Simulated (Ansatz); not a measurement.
# ClFH2Si: the cost of one run

All numbers below are computed with Ansatz 0.2.0 (UKS PBE0/def2-SVP).

## Step 1: The starting structure

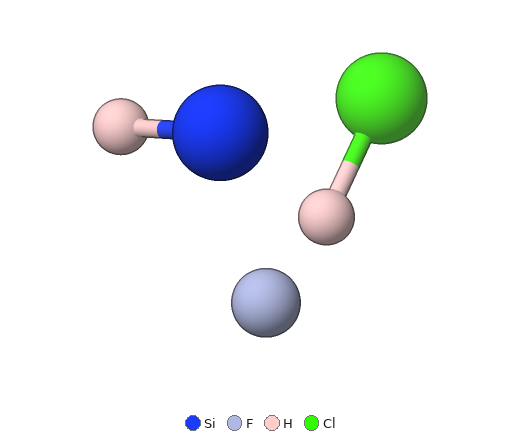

Start, viewed from a chosen angle; silicon blue, fluorine light blue, hydrogen pink, chlorine green.

Structure file:

```xyz
5

Si   -0.5438   -0.9111    0.3937
F     1.0248   -0.4533   -0.7573
H     0.7411    0.4116    0.0282
H    -1.3898   -0.3521   -0.6754
Cl    0.1677    1.3048    1.0108
```

## Step 2: Run 1

150 steps of 0.5 fs at constant energy, with velocities drawn for 300 K.

input.yaml reads:

```yaml
crystal:
  periodic: [false, false, false]
  atoms:
    - { symbol: Si, position_ang: [-0.5438, -0.9111, 0.3937] }
    - { symbol: F, position_ang: [1.0248, -0.4533, -0.7573] }
    - { symbol: H, position_ang: [0.7411, 0.4116, 0.0282] }
    - { symbol: H, position_ang: [-1.3898, -0.3521, -0.6754] }
    - { symbol: Cl, position_ang: [0.1677, 1.3048, 1.0108] }
magnetization:
  spin_polarized: true
basis:
  gaussian: { orbitals: def2-SVP }
hamiltonian:
  xc: pbe0
md:
  timestep: 0.5
  n_steps: 150
  ensemble: nve
  temperature: 300.0
  initial_velocities: maxwell_boltzmann
  seed: 145415
```

Command:

```console
> ansatz run input.yaml --threads 1 --pin off --max-ram 2048MiB --backend cpu --events-out ev --progress --plain --runs-dir out
```

Q: Estimate wall time and peak memory on 1 thread of Arm Neoverse V1, shared host.

About 6.3 min, with a peak of 0.14 GiB.
